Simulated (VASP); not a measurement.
Band structure of Al2In2N4 (ordered alloy cell). Calculation: PBEsol GGA, VASP's PBE PAW potentials (set 64) (plane waves; VASP 6.6.1).

Unless said otherwise, spin-orbit coupling is left out, though it shifts the bands of the heavy elements here.

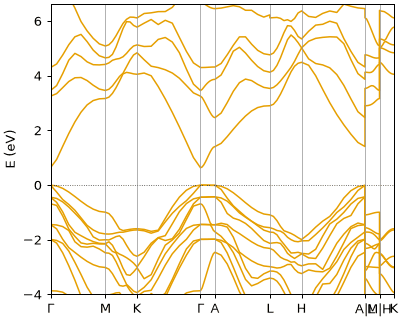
*Bands along high-symmetry lines, zero at the valence-band maximum or, without a gap, the Fermi level*

Read the plot: is there a gap, and where are the band edges?

The gap is direct, 0.64 eV, from the valence maximum at Γ to the conduction minimum at Γ. (Edges off the drawn lines would not show.)

The structure was generated: Al2In2N4 was put into an ordered model structure (P3m1), which need not be its known phase. It was relaxed first.
